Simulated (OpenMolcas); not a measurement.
# One shape, several levels: C2H5BClF (SMILES BC(F)CCl)

Aim: a comparison of 6 runs (HF/3-21G, B3LYP/6-31G*, B3LYP/def2-SVP, BLYP/def2-SVP, M06-2X/def2-SVP, CCSD(T)/def2-SVP) of C2H5BClF. 

The results are computed with OpenMolcas 26.06.

1 further run of the same task is left out (set aside as unsound or not needed).

### Step 1. The molecule

C2H5BClF has 10 atoms, charge 0, and is taken as a singlet. As SMILES, `BC(F)CCl`. One bond was lengthened or shortened from a relaxed shape.

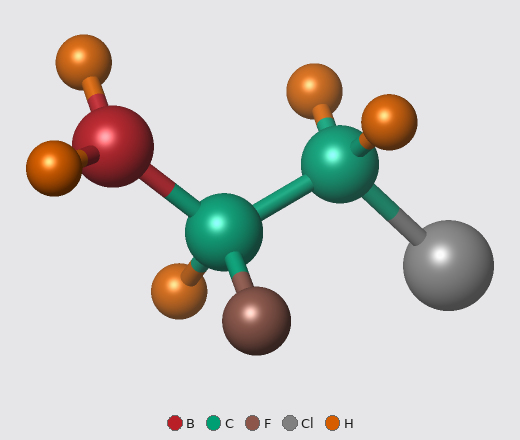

The structure, seen from a chosen angle (boron red, carbon teal, fluorine brown, chlorine grey, hydrogen orange).

### Step 2. A single-point energy at HF/3-21G (run 1)

mol.inp reads:

```
&GATEWAY
 BasLib=$CurrDir
 Coord
 10
 angstrom
 B       -1.391646      -0.629284      -0.162451
 C        0.096454      -0.414384       0.245249
 F        0.437854      -0.997884       1.454749
 C        0.572854       1.017316       0.218749
 Cl       2.346254       1.150216       0.325049
 H       -2.092746      -1.368384       0.455649
 H       -1.789846      -0.089884      -1.151851
 H        0.728500      -1.046200      -0.665100
 H        0.166054       1.574216       1.062449
 H        0.267354       1.495216      -0.710951
 Basis=3-21G
 Group=NoSym

&SEWARD

&SCF
 Thresholds=1e-10 1e-07 1e-07 1e-05
 PrOrbitals=0
```

The basis set 3-21G is read from a file made from the Basis Set Exchange's data (not shown).

On the command line:

```console
export MOLCAS_MEM=1860
pymolcas mol.inp > mol.log
```

The log of the run:

```text
--- Start Module: gateway ---
[...]
--- Stop Module: gateway /rc=_RC_ALL_IS_WELL_ ---
--- Start Module: seward ---
[...]
      Basis functions           59
--- Stop Module: seward /rc=_RC_ALL_IS_WELL_ ---
--- Start Module: scf ---
[...]
       Convergence after  13 Iterations
[...]
::    Total SCF energy                               -658.9044696504
[...]
      Total spin, S                                     0.0000000000
[...]
      Total electronic charge=   48.000000
      Total            charge=   -0.000000
[...]
      Dipole Moment (debye):
      Origin of the operator (angstrom)=    0.8545    0.2355    0.4442
                   X= -2.7705E+00               Y=  6.6258E-01               Z= -1.8278E+00           Total=  3.3846E+00
      Quadrupole Moment (debye*angstrom):
[...]
--- Stop Module: scf /rc=_RC_ALL_IS_WELL_ ---
[...]
```

Wall time 1.9 s (1 thread of Intel Xeon 6975P-C (Granite Rapids), shared host); peak memory 0.39 GiB.

### Step 3. The energy at B3LYP/6-31G(d) (Cartesian functions) (run 2)

test.inp reads:

```
* C2H5BClF Kohn-Sham DFT
>>> EXPORT MOLCAS_PRINT=2

&GATEWAY
 BasLib = $CurrDir
 Coord
 10
 angstrom
 B       -1.391646      -0.629284      -0.162451
 C        0.096454      -0.414384       0.245249
 F        0.437854      -0.997884       1.454749
 C        0.572854       1.017316       0.218749
 Cl       2.346254       1.150216       0.325049
 H       -2.092746      -1.368384       0.455649
 H       -1.789846      -0.089884      -1.151851
 H        0.728500      -1.046200      -0.665100
 H        0.166054       1.574216       1.062449
 H        0.267354       1.495216      -0.710951
 Basis = 6-31Gs
 Group = NoSym

&SEWARD
 GridInput
 Grid=UltraFine
 End of Grid

&SCF
 KSDFT = B3LYP
 Thresholds = 1e-10 1e-07 1e-07 1e-05
 PrOrbitals = 0
```

The basis set 6-31G* is read from a file made from the Basis Set Exchange's data (not shown).

On the command line:

```console
export MOLCAS_MEM=1860
pymolcas test.inp > test.log
```

The log of the run:

```text
--- Start Module: gateway ---
[...]
--- Stop Module: gateway /rc=_RC_ALL_IS_WELL_ ---
--- Start Module: seward ---
[...]
      Basis functions           89
--- Stop Module: seward /rc=_RC_ALL_IS_WELL_ ---
[...]
--- Start Module: scf ---
[...]
       Convergence after  14 Iterations
[...]
::    Total KS-DFT energy                            -664.0645962702
[...]
      Total spin, S                                     0.0000000000
[...]
      Total electronic charge=   48.000000
      Total            charge=   -0.000000
[...]
      Dipole Moment (debye):
      Origin of the operator (angstrom)=    0.8545    0.2355    0.4442
                   X= -2.0472E+00               Y=  5.0086E-01               Z= -1.3047E+00           Total=  2.4787E+00
      Quadrupole Moment (debye*angstrom):
[...]
--- Stop Module: scf /rc=_RC_ALL_IS_WELL_ ---
[...]
```

Wall time 20 s (1 thread of Intel Xeon 6975P-C (Granite Rapids), shared host); peak memory 0.48 GiB.

### Step 4. The energy at B3LYP/def2-SVP (run 3)

input.xyz reads:

```xyz
10

B     -1.391646    -0.629284    -0.162451
C      0.096454    -0.414384     0.245249
F      0.437854    -0.997884     1.454749
C      0.572854     1.017316     0.218749
Cl     2.346254     1.150216     0.325049
H     -2.092746    -1.368384     0.455649
H     -1.789846    -0.089884    -1.151851
H      0.728500    -1.046200    -0.665100
H      0.166054     1.574216     1.062449
H      0.267354     1.495216    -0.710951
```

mol.input reads:

```
* C2H5BClF Kohn-Sham DFT

&GATEWAY
 BasLib
 $CurrDir
 Coord
 input.xyz
 Basis
 def2-SVP
 Group
 NoSym

&SEWARD
 GridInput
 Grid=UltraFine
 End of Grid

&SCF
 KSDFT
 B3LYP
 Thresholds
 1e-10 1e-07 1e-07 1e-05
 PrOrbitals
 1 1
```

The basis set def2-SVP is read from a file made from the Basis Set Exchange's data (not shown).

On the command line:

```console
export MOLCAS_MEM=1860
pymolcas mol.input > mol.log
```

The log of the run:

```text
--- Start Module: gateway ---
[...]
--- Stop Module: gateway /rc=_RC_ALL_IS_WELL_ ---
--- Start Module: seward ---
[...]
      Basis functions           99
--- Stop Module: seward /rc=_RC_ALL_IS_WELL_ ---
[...]
--- Start Module: scf ---
[...]
       Convergence after  14 Iterations
[...]
::    Total KS-DFT energy                            -663.7829813594
[...]
      Total spin, S                                     0.0000000000
[...]
      Total electronic charge=   48.000000
      Total            charge=   -0.000000
[...]
      Dipole Moment (debye):
      Origin of the operator (angstrom)=    0.8545    0.2355    0.4442
                   X= -1.7412E+00               Y=  6.4868E-01               Z= -1.3733E+00           Total=  2.3105E+00
      Quadrupole Moment (debye*angstrom):
[...]
--- Stop Module: scf /rc=_RC_ALL_IS_WELL_ ---
[...]
```

Wall time 24 s (1 thread of Intel Xeon 6975P-C (Granite Rapids), shared host); peak memory 0.55 GiB.

Runs 4 to 5 aren't shown in full; the table further down has their settings and results.

### Step 5. A single-point energy at CCSD(T)/def2-SVP (Cholesky decomposition) (run 6)

geom.xyz reads:

```xyz
10

B     -1.391646    -0.629284    -0.162451
C      0.096454    -0.414384     0.245249
F      0.437854    -0.997884     1.454749
C      0.572854     1.017316     0.218749
Cl     2.346254     1.150216     0.325049
H     -2.092746    -1.368384     0.455649
H     -1.789846    -0.089884    -1.151851
H      0.728500    -1.046200    -0.665100
H      0.166054     1.574216     1.062449
H      0.267354     1.495216    -0.710951
```

mol.inp reads:

```
* C2H5BClF CCSD(T)
&GATEWAY
BasLib
$CurrDir
Coord
geom.xyz
Basis
def2-SVP
Group
NoSym
&SEWARD
High
&SCF
Thresholds
1e-10 1e-07 1e-07 1e-05
PrOrbitals
1 2
&CHCC
Frozen
9
Threshold
1e-08
MaxIterations
80
&CHT3
Frozen
9
```

The basis set def2-SVP is read from a file made from the Basis Set Exchange's data (not shown).

On the command line:

```console
export MOLCAS_MEM=1860
pymolcas mol.inp > mol.log
```

The log of the run:

```text
--- Start Module: gateway ---
[...]
--- Stop Module: gateway /rc=_RC_ALL_IS_WELL_ ---
[...]
      Basis functions           99
[...]
       Convergence after  14 Iterations
[...]
::    Total SCF energy                               -661.9192310625
[...]
      Total spin, S                                     0.0000000000
[...]
      Total electronic charge=   48.000000
      Total            charge=   -0.000000
[...]
      Dipole Moment (debye):
      Origin of the operator (angstrom)=    0.8545    0.2355    0.4442
                   X= -2.2994E+00               Y=  7.5327E-01               Z= -1.7137E+00           Total=  2.9650E+00
      Quadrupole Moment (debye*angstrom):
[...]
--- Start Module: chcc ---
[...]
--- Stop Module: chcc /rc=_RC_ALL_IS_WELL_ ---
[...]
--- Start Module: cht3 ---
[...]
--- Stop Module: cht3 /rc=_RC_ALL_IS_WELL_ ---
[...]
```

Wall time 3.2 min (1 thread of Intel Xeon 6975P-C (Granite Rapids), shared host); peak memory 0.18 GiB.

### Step 6. Overview of the runs

| run | level | Cartesian functions | integration grid | energy (Eh) | dipole moment (D) of the reference | HOMO energy (eV) | LUMO energy (eV) | wall time |
| --- | --- | --- | --- | --- | --- | --- | --- | --- |
| 1 | HF/3-21G | no | – | -658.904470 | 3.38 | -11.94 | 1.69 | 1.9 s |
| 2 | B3LYP/6-31G* (Cartesian functions) | yes | UltraFine | -664.064596 | 2.48 | -8.10 | -2.05 | 20 s |
| 3 | B3LYP/def2-SVP | no | UltraFine | -663.782981 | 2.31 | -8.01 | -2.25 | 24 s |
| 4 | BLYP/def2-SVP | no | UltraFine | -663.682503 | 2.06 | -6.63 | -2.85 | 30 s |
| 5 | M06-2X/def2-SVP | no | UltraFine | -663.663178 | 2.53 | -9.71 | -1.10 | 34 s |
| 6 | CCSD(T)/def2-SVP (Cholesky decomposition) | no | – | -662.667708 | 2.97 | -11.81 | 1.59 | 3.2 min |

### Step 7. Results

```
                                          quantity          value
                               run 6: total energy  -662.66771 Eh
         run 6: dipole moment (mean-field density)         2.97 D
        run 6: HOMO energy (Hartree–Fock orbitals)      -11.81 eV
        run 6: LUMO energy (Hartree–Fock orbitals)        1.59 eV
      run 6: HOMO–LUMO gap (Hartree–Fock orbitals)       13.41 eV
run 6: correlation energy (9 core orbitals frozen)     -748.5 mEh
                             run 6: (T) correction     -18.09 mEh
```

Over runs 1, 2, 3, 4, 5 the dipole moment (its size) runs from 2.06 D (BLYP/def2-SVP) to 3.38 D (HF/3-21G). The two ends differ in method and basis. Over runs 1, 2, 3, 4, 5 the HOMO–LUMO gap runs from 3.79 eV (BLYP/def2-SVP) to 13.63 eV (HF/3-21G). Totals of different functionals can't be ranked against each other. All runs together took 5 min, the longest 3.2 min.
